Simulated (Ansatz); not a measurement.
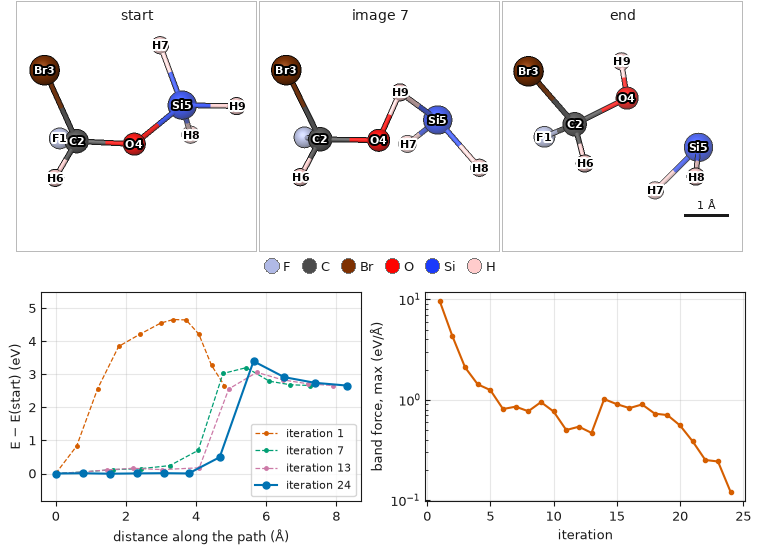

NEB run on CH4BrFOSi. Images are numbered from 0 (start) to 10 (end). The plot follows the band through its iterations. The picture is a ball-and-stick view, seen at a tilt.

Theory: RKS r2SCAN-D4/def2-SVP in Ansatz. Set-up: 9 movable images; climbing image; force threshold 0.05 eV/Å; iteration limit 24; spring constant 0.1 eV/Å²; starting path through a guess of the saddle point.

### Judge this run.

The result isn't final. The band hadn't converged when the run stopped after 24 iterations. The largest component of the band force went from 9.6 to 0.12 eV/Å. The barrier read from it is provisional, though the highest image hardly moved in the last two iterations. The spring constant is far from the usual few eV/Å², which spoils the spacing or the steps. The first iteration put the highest image at 4.66 eV. Forward barrier 3.40 eV, backward barrier 0.74 eV, with image 7 at the top; the reaction energy is +2.66 eV. Image 2 lies below both ends, at −0.01 eV, which may mean an intermediate minimum or an end that is no minimum.
